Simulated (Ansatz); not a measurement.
Start from PbTe in the rock salt structure (space group Fm-3m, No. 225; a = 6.442 Å).

Perturbation: an isotropic linear strain of +5.59 %; the atoms relax in the strained cell.

The values are results of PBEsol/PAW in Ansatz (a program for electronic structure), no SOC, not measurements.

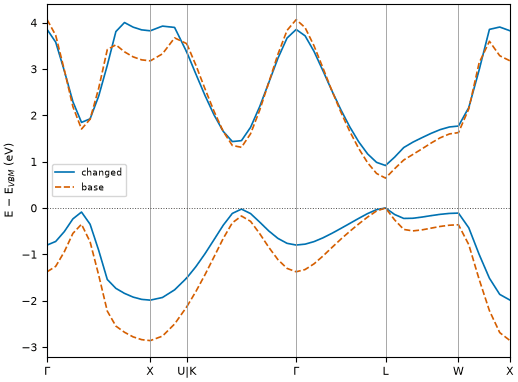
Figure. Highest valence and lowest conduction band along the path, each from its own valence-band maximum

Problem. Read the changed gap and its character from the plot.

Solution. About 0.9 eV, direct at L.

With Pb and Te present, leaving out spin-orbit coupling can change the band edges. Stability against distortions was not tested.
